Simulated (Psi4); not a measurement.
**SiPH3Cl (SMILES P[SiH]Cl): UM06-2X/cc-pVQZ-F12 (density fitting, sweep point 3)**

Aim: the energy change on altering one bond length of SiPH3Cl at UM06-2X/cc-pVQZ-F12 (density fitting, sweep point 3), from 2 runs. 

The results are computed with Psi4 1.11.

## 1. The system as given

SiPH3Cl: 6 atoms, total charge 0, spin state doublet. As SMILES, `P[SiH]Cl`. The shape is that of a GFN2-xTB optimisation. This is one conformer, not always the lowest.

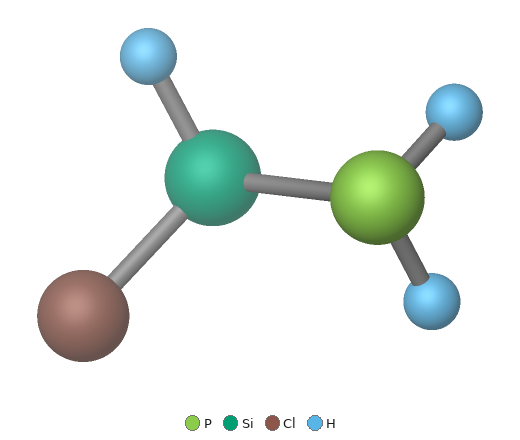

Viewed from a chosen angle; phosphorus green, silicon teal, chlorine brown, hydrogen blue.

## 2. A single-point energy at UM06-2X/cc-pVQZ-F12 (density fitting, sweep point 3)

The input, calc.dat:

```
memory 1.6 GB

molecule {
  0 2
  P     -0.78635283     0.64175099    -2.17197562
  Si     0.68581941    -0.24955723     1.69304343
  Cl     2.74588544    -3.48769743     1.55052029
  H     -2.67362232    -1.17559862    -2.18584621
  H     -2.41832032     2.52055450    -1.36455234
  H      2.44655282     1.75054780     2.47881045
  units bohr
  symmetry c1
}

set {
  basis                cc-pVQZ-F12
  reference            uks
  puream               true
  scf_type             df
  dft_radial_points    99
  dft_spherical_points 590
  maxiter              150
}

result, w = energy('m06-2x', return_wfn=True)
print_variables()
```

The run is started by

```sh
$ psi4 -n 1 calc.dat calc.out
```

calc.out:

```text
[...]
  Running in c1 symmetry.
[...]
  Nuclear repulsion =  183.010125400386983
[...]
  Multiplicity = 2
[...]
  Nalpha       = 25
  Nbeta        = 24
[...]
    Number of basis functions: 390
[...]
   @DF-UKS iter   1: -1092.79330271008621   -2.36895e-01   1.28406e-03 DIIS/ADIIS
[...]
   @DF-UKS iter   9: -1092.85993638131708   -2.67055e-07   2.96408e-07 DIIS
[...]
   @S^2 Observed:                7.541813281E-01
[...]
    Orbital Energies [Eh]
    ---------------------
    Alpha Occupied:
       1A   -102.634734     2A    -78.024646     3A    -67.048482
       4A     -9.804904     5A     -7.526964     6A     -7.524623
       7A     -7.523809     8A     -6.852712     9A     -5.591942
      10A     -4.969135    11A     -4.968632    12A     -4.967321
      13A     -3.906988    14A     -3.902348    15A     -3.900576
      16A     -0.932845    17A     -0.744269    18A     -0.591583
      19A     -0.477912    20A     -0.446508    21A     -0.434026
      22A     -0.418432    23A     -0.377317    24A     -0.352366
      25A     -0.254409
    Alpha Virtual:
[...]
  @DF-UKS Final Energy: -1092.85993638131708
   => Energetics <=
    Nuclear Repulsion Energy =            183.0101254003869826
    One-Electron Energy =               -1875.5524662768866619
    Two-Electron Energy =                 634.5346834068516273
    DFT Exchange-Correlation Energy =     -34.8522789116691172
    Empirical Dispersion Energy =           0.0000000000000000
    VV10 Nonlocal Energy =                  0.0000000000000000
    Total Energy =                      -1092.8599363813170839
[...]
 Multipole Moments:
 ------------------------------------------------------------------------------------
     Multipole            Electronic (a.u.)      Nuclear  (a.u.)        Total (a.u.)
 ------------------------------------------------------------------------------------
 L = 1.  Multiply by 2.5417464519 to convert [e a0] to [Debye]
 Dipole X            :          2.2669327           -2.7324996           -0.4655668
 Dipole Y            :         -3.1060604            3.4874070            0.3813465
 Dipole Z            :          0.4451959           -0.3868542            0.0583417
 Magnitude           :                                                    0.6046333
[...]
```

It took 4 min on 1 thread of Intel Xeon Platinum 8488C (Sapphire Rapids), shared host; peak memory 1.6 GiB.

## 3. The distorted shape

The input, input.in:

```
memory 1600 mb

molecule molecule1 {
  0 2
  P     -1.08075894     0.81999563    -2.94490384
  Si     0.68581941    -0.24955723     1.69304343
  Cl     2.74588544    -3.48769743     1.55052029
  H     -2.96802842    -0.99735398    -2.95877443
  H     -2.71272642     2.69879914    -2.13748056
  H      2.44655282     1.75054780     2.47881045
  units au
  symmetry c1
}

set basis cc-pVQZ-F12
set reference uks
set puream true
set scf_type df
set dft_radial_points 99
set dft_spherical_points 590
set maxiter 150

energy("m06-2x")
print_variables()
```

The run is started by

```sh
$ psi4 -n 1 input.in input.out
```

input.out:

```text
[...]
  Running in c1 symmetry.
[...]
  Nuclear repulsion =  169.547355137375519
[...]
  Multiplicity = 2
[...]
  Nalpha       = 25
  Nbeta        = 24
[...]
    Number of basis functions: 390
[...]
   @DF-UKS iter   1: -1092.77193669937060   -4.69423e-01   1.26405e-03 ADIIS/DIIS
[...]
   @DF-UKS iter   9: -1092.83639560261076   -1.77232e-07   2.87257e-07 DIIS
[...]
   @S^2 Observed:                7.586815588E-01
[...]
    Orbital Energies [Eh]
    ---------------------
    Alpha Occupied:
       1A   -102.641325     2A    -78.029728     3A    -67.065555
       4A     -9.811360     5A     -7.533414     6A     -7.531094
       7A     -7.530189     8A     -6.854235     9A     -5.606066
      10A     -4.971934    11A     -4.969834    12A     -4.968349
      13A     -3.920402    14A     -3.915871    15A     -3.914133
      16A     -0.937775    17A     -0.718216    18A     -0.596792
      19A     -0.466920    20A     -0.449823    21A     -0.426824
      22A     -0.420336    23A     -0.367078    24A     -0.335000
      25A     -0.259954
    Alpha Virtual:
[...]
  @DF-UKS Final Energy: -1092.83639560261076
   => Energetics <=
    Nuclear Repulsion Energy =            169.5473551373755186
    One-Electron Energy =               -1848.4966911058268124
    Two-Electron Energy =                 620.9275227569722801
    DFT Exchange-Correlation Energy =     -34.8145823911316015
    Empirical Dispersion Energy =           0.0000000000000000
    VV10 Nonlocal Energy =                  0.0000000000000000
    Total Energy =                      -1092.8363956026107644
[...]
 Multipole Moments:
 ------------------------------------------------------------------------------------
     Multipole            Electronic (a.u.)      Nuclear  (a.u.)        Total (a.u.)
 ------------------------------------------------------------------------------------
 L = 1.  Multiply by 2.5417464519 to convert [e a0] to [Debye]
 Dipole X            :          2.5003463           -2.8283140           -0.3279677
 Dipole Y            :         -3.2382389            3.5454167            0.3071778
 Dipole Z            :          0.8873993           -0.6384036            0.2489958
 Magnitude           :                                                    0.5137313
[...]
```

It took 3.8 min on 1 thread of Intel Xeon Platinum 8488C (Sapphire Rapids), shared host; peak memory 1.6 GiB.

## 4. Results

Level: UM06-2X/cc-pVQZ-F12 (density fitting, sweep point 3).

| quantity | value |
| --- | --- |
| first shape: total energy | -1092.85994 Eh |
| first shape: dipole moment | 1.54 D |
| first shape: HOMO energy (highest over α and β) | -6.92 eV |
| first shape: LUMO energy (lowest over α and β) | -2.26 eV |
| first shape: ⟨S²⟩ | 0.754 |
| distorted shape: total energy | -1092.83640 Eh |
| distorted shape: dipole moment | 1.31 D |
| distorted shape: HOMO energy (highest over α and β) | -7.07 eV |
| distorted shape: LUMO energy (lowest over α and β) | -2.56 eV |
| distorted shape: ⟨S²⟩ | 0.759 |
| energy change with the P1–Si2 bond stretched from 2.239 to 2.687 Å | 0.641 eV |

**Reading.** With the P1–Si2 bond stretched from 2.239 to 2.687 Å the energy rises by 0.64 eV (61.8 kJ/mol). The first shape isn't relaxed at this level, so the change isn't measured from a minimum.
